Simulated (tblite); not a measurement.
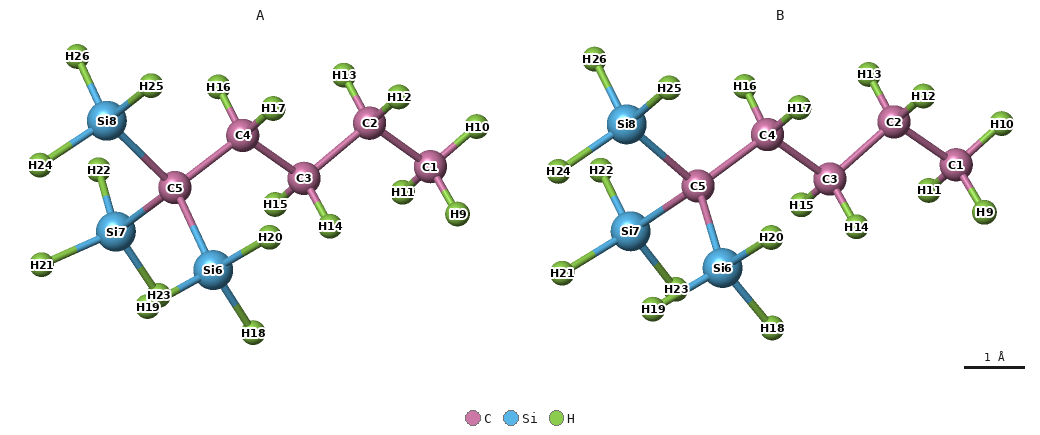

Two geometries of C5H18Si3, drawn at one scale. One is the start of a relaxation, the other its converged end. The picture is a ball-and-stick view, seen at a tilt.

Method: tblite 0.8.0, GFN2-xTB geometry optimisation, gas phase. 

Question: Which of the two is the end point?

Answer: Structure A is the relaxed one. Over 58 geometry steps the energy falls by 6.90 kcal/mol. The largest move after the best rigid fit is that of H22, 0.37 Å. By element the largest moves are H 0.37 Å, Si 0.19 Å, C 0.12 Å. Some distances before and after: C5–Si6 1.863 → 1.909 Å, Si8–H24 1.501 → 1.463 Å, C5–Si7 1.874 → 1.909 Å, C3–C4 1.557 → 1.526 Å. Among the angles between lasting bonds that change: Si6–C5–Si8 102.0° → 108.8°, C4–C5–Si6 117.9° → 111.3°, C4–C5–Si7 116.8° → 111.3°. The run took 3.2 s on 1 thread of Intel(R) Xeon(R) Processor @ 2.50GHz, on a shared host.
